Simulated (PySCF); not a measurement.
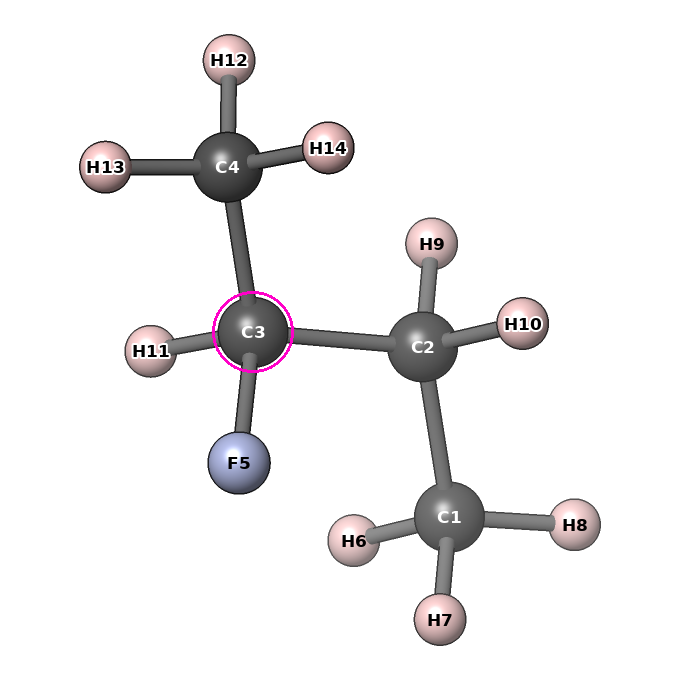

Atoms fade into the background with distance from the viewer. Circles mark the stereogenic atoms. Computed geometry: PBE0-D3(BJ)/def2-SVP optimisation. No frequency run is at hand to confirm it as a minimum.

Q: Assign CIP descriptors.

A: C3: S (priorities F5 > C2 > C4 > H11).

Q: Give a SMILES with the stereochemistry.

A: CC[C@H](C)F
